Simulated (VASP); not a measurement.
Band structure of TaTiN$_{2}$ (space group P4/mmm). Calculation: PBEsol GGA with spin-orbit coupling, VASP's PBE PAW potentials (set 64) (plane waves; VASP).

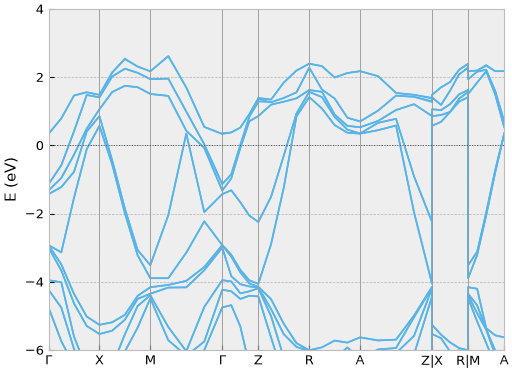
Bands along high-symmetry lines, zero at the valence-band maximum or, without a gap, the Fermi level

Q: Read the plot: is there a gap, and where are the band edges?

A: It has no gap at this level: it comes out as a metal or semimetal.

The structure comes from a computed database's TaTiN2 entry (P4/mmm); how it stands against other phases isn't given here. It was relaxed first.
